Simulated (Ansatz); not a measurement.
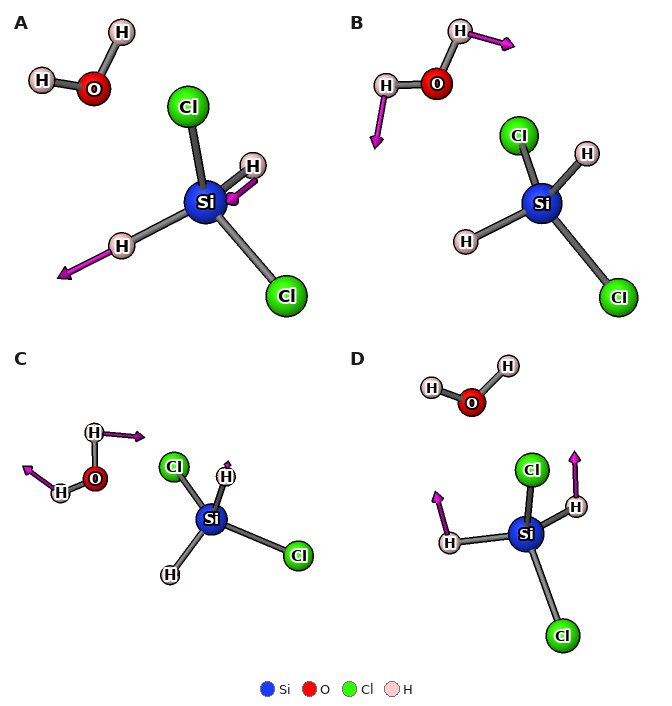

4 normal modes of one molecule or complex, as arrows. Harmonic vibrations computed with RKS PBE0-D4/def2-TZVP (Ansatz 0.2.0) at a stationary point of the same level.

Match the panels to the wavenumbers 294 cm⁻¹, 870 cm⁻¹, 1632 cm⁻¹, 2313 cm⁻¹.

A: 2313 cm⁻¹, out-of-phase stretching of 2 Si–H bonds
B: 1632 cm⁻¹, H–O–H bending
C: 294 cm⁻¹
D: 870 cm⁻¹, Cl–Si–H bending
